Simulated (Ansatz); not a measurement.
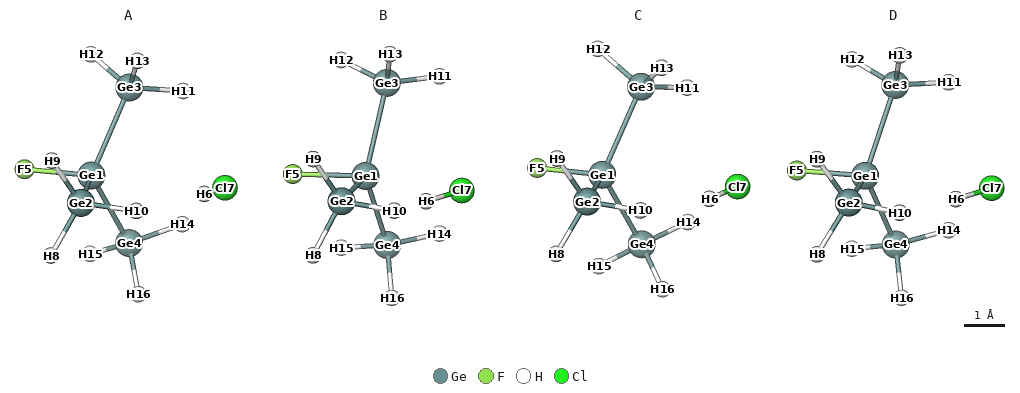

4 geometries from one relaxation of Ge4H10ClF (started from a transition state, displaced along its imaginary mode), in shuffled order. A ball-and-stick model, seen from a free direction.

Level of theory: Ansatz, RKS PBE0-D4/def2-TZVP. Set-up: force threshold 0.005 eV/Å; at most 200 steps.

**Put them in the order of the run, from the start to the converged end.**

B, D, A, C. They are steps 0, 3, 6, 22, at +19.6 kcal/mol, +2.02 kcal/mol, +0.66 kcal/mol relative to the last. The atom that moves furthest after the best rigid fit is H6 (0.74 Å). By element the largest moves are H 0.74 Å, F 0.63 Å, Cl 0.62 Å, Ge 0.47 Å. Some distances before and after: Ge2–H6 2.136 → 3.098 Å, Ge2–Cl7 3.186 → 4.021 Å, Ge1–Cl7 2.777 → 3.591 Å, Ge1–F5 1.847 → 1.768 Å. Bond angles that change, for instance: Ge2–Ge1–F5 80.6° → 102.3°, Ge1–Ge2–H8 116.8° → 110.9°, Ge2–Ge1–Ge4 119.0° → 113.4°. After 21 accepted moves (22 points after the start) the energy has fallen by 19.6 kcal/mol. Largest force component: 1.8 eV/Å at the start, 0.0045 eV/Å at the end. The line search rejected the trial step at point 8 of the run. The run took about 90 s of wall time on a shared GPU.
